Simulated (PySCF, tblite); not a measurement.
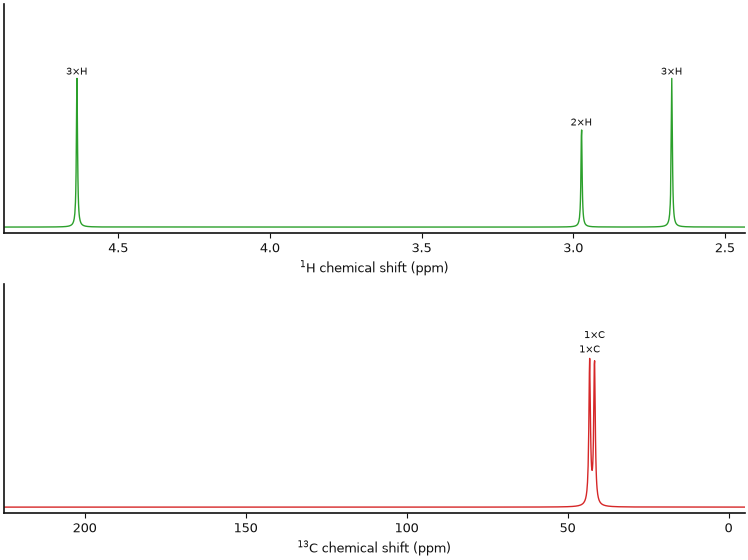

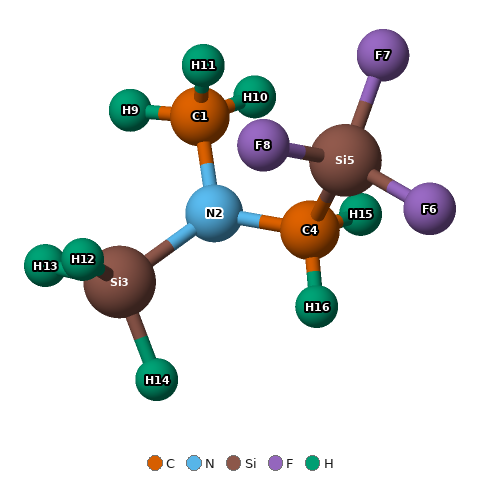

Spectrum and numbered structure of C₂H₈F₃NSi₂, SMILES CN([SiH3])C[Si](F)(F)F. GIAO shifts, PBE0/pcSseg-1, PySCF 2.14.0, at a GFN2-xTB geometry (a minimum by its frequencies), against TMS for ¹H and TMS for ¹³C computed at the same level. Gas phase, fully decoupled, line heights follow the number of nuclei, widths are arbitrary (no quadrupolar broadening); values of one conformer, averaged over nuclei that symmetry, rotation about single bonds or inversion at nitrogen exchange, these motions taken as fast; other conformers aren't averaged in.

> Assign the ¹H signals to the numbered atoms.

| δ (ppm) | nuclei | atoms |
| --- | --- | --- |
| 4.64 | 3 | H12, H13, H14 |
| 2.97 | 2 | H15, H16 |
| 2.67 | 3 | H9, H10, H11 |

> Which atoms give which ¹³C line?

```tsv
δ (ppm)	nuclei	atoms
43.1	1	C1
41.6	1	C4
```

The order of signals that lie close, as those under 2 ppm apart, is within the error of the method.

Caveats: the tight-binding geometry is rougher than a DFT one and adds to the error.
